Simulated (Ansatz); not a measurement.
# AlH (SMILES [AlH]): BCCD(T)/3-21G

Aim: the energy change on altering one bond length of AlH at BCCD(T)/3-21G, from 2 runs. 

The calculation is run with Ansatz 0.2.0.

45 further runs of the same task are left out: 45 set aside as unsound or not needed.

## (1) The structure to begin with

The species is AlH (2 atoms), meant as a singlet with charge 0. SMILES: `[AlH]`. The shape is that of a PBE0-D4/def2-TZVP optimisation.

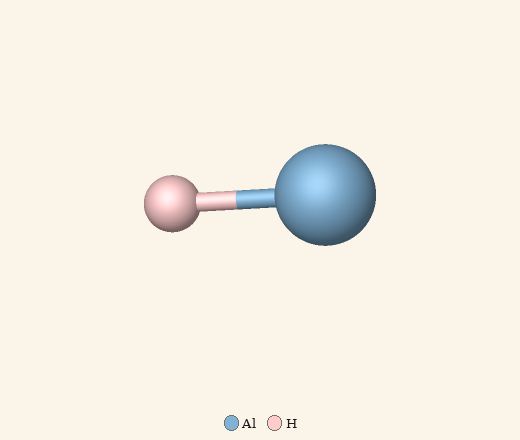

Viewed from a chosen angle; aluminium light blue, hydrogen pink.

## (2) A single-point energy at BCCD(T)/3-21G

Contents of job.yaml:

```yaml
crystal:
  periodic: [false, false, false]
  atoms:
    - {symbol: Al, position_ang: [-0.000000, 0.000000, -0.025640]}
    - {symbol: H, position_ang: [0.000000, -0.000000, 1.639110]}
basis:
  gaussian: {orbitals: 3-21G.json}
correlation: {method: bccd_t, frozen_orbitals: {Al: 5, H: 0}}
accuracy: high
scf: {omitted_lower_state_checks: [cluster_reference, increment]}
```

The basis set 3-21G is read from a file made from the Basis Set Exchange's data (not shown).

Run with:

```sh
$ ansatz run job.yaml --threads 1 --pin off --max-ram 3480MiB --events-out events.jsonl --progress --plain --runs-dir runs
```

The program printed (excerpt; [...] marks lines left out):

```text
Warning: RAYON_NUM_THREADS=1 ignored (pool sized by the plan → 1); use --threads N
Functional definition: HF
  name "HF"
[...]
280 factors; integrals over basis functions are off by at most 2.6e-9 eV
[...]
mean field -6561.27830308 eV, -241.1225302441 hartree, gradient 5.4e-8 eV, S^2 0.000000; 0 other end points of the search recorded, 0 dependent functions left out; unrestricted orbitals would lower it
5 core orbitals not correlated: weight in the atoms' cores, before any rotation towards them, 1.000 or more for the frozen orbitals, at most 0.000 for the correlated occupied ones
reference -6561.27830308 eV, -241.1225302441 hartree; 2, 2 occupied and 8, 8 virtual orbitals, 280 factors
second order -0.79410244 eV of doubles, -0.00000000 eV of singles
cycle   1  -1.06413171 eV  change   -2.7e-1 eV  update   6.3e-2
[...]
cycle  20  -1.25192095 eV  change   6.8e-12 eV  update  1.5e-10
perturbative correction -0.00747558 eV, -0.0002747224 hartree
Total energy: -6562.53769961 eV, -241.1688122127 hartree
Checks for a lower state left out: cluster_reference, increment
```

Wall time 0.16 s (1 thread of Arm Neoverse V2, shared host).

## (3) The distorted shape

Contents of input.yaml:

```yaml
crystal:
  periodic: [false, false, false]
  atoms:
    - {symbol: Al, position_ang: [-0.000000, 0.000000, -0.441790]}
    - {symbol: H, position_ang: [0.000000, -0.000000, 1.639110]}
basis:
  gaussian:
    orbitals: 3-21G.json
correlation:
  method: bccd_t
  frozen_orbitals: {Al: 5, H: 0}
accuracy: high
scf:
  omitted_lower_state_checks: [cluster_reference, increment]
```

The basis set 3-21G is read from a file made from the Basis Set Exchange's data (not shown).

Run with:

```sh
$ ansatz run input.yaml --threads 1 --pin off --max-ram 3480MiB --events-out events.jsonl --progress --plain --runs-dir runs
```

The program printed (excerpt; [...] marks lines left out):

```text
Warning: RAYON_NUM_THREADS=1 ignored (pool sized by the plan → 1); use --threads N
[... 2 set-up lines as earlier in the session ...]
[...]
277 factors; integrals over basis functions are off by at most 3.2e-9 eV
[...]
mean field -6560.74932251 eV, -241.1030905666 hartree, gradient 4.1e-8 eV, S^2 0.000000; 0 other end points of the search recorded, 0 dependent functions left out
5 core orbitals not correlated: weight in the atoms' cores, before any rotation towards them, 1.000 or more for the frozen orbitals, at most 0.000 for the correlated occupied ones
reference -6560.74932251 eV, -241.1030905666 hartree; 2, 2 occupied and 8, 8 virtual orbitals, 277 factors
second order -0.88206854 eV of doubles, -0.00000000 eV of singles
cycle   1  -1.19713543 eV  change   -3.2e-1 eV  update   7.1e-2
[...]
cycle  19  -1.43287146 eV  change   2.5e-10 eV  update  2.6e-10
perturbative correction -0.00983760 eV, -0.0003615252 hartree
Total energy: -6562.19203158 eV, -241.1561091469 hartree
Checks for a lower state left out: cluster_reference, increment
```

Wall time 0.16 s (1 thread of Arm Neoverse V2, shared host).

## (4) What came out

Level: BCCD(T)/3-21G, 5 core orbitals frozen.

| quantity | value |
| --- | --- |
| first shape: total energy | -241.16881 Eh |
| first shape: correlation energy (5 core orbitals frozen) | -46.3 mEh |
| first shape: (T) correction | -0.27 mEh |
| distorted shape: total energy | -241.15611 Eh |
| distorted shape: correlation energy (5 core orbitals frozen) | -53.0 mEh |
| distorted shape: (T) correction | -0.36 mEh |
| energy change with the Al1–H2 bond stretched from 1.665 to 2.081 Å | 0.346 eV |

**Reading.** With the Al1–H2 bond stretched from 1.665 to 2.081 Å the energy rises by 0.35 eV (8.0 kcal/mol). The first shape isn't relaxed at this level, so the change isn't measured from a minimum. The restricted solution (first shape) is unstable to spin breaking: an unrestricted one lies lower. The triples (first shape) make up 0.6 % of the correlation energy. The triples (distorted shape) make up 0.7 % of the correlation energy.
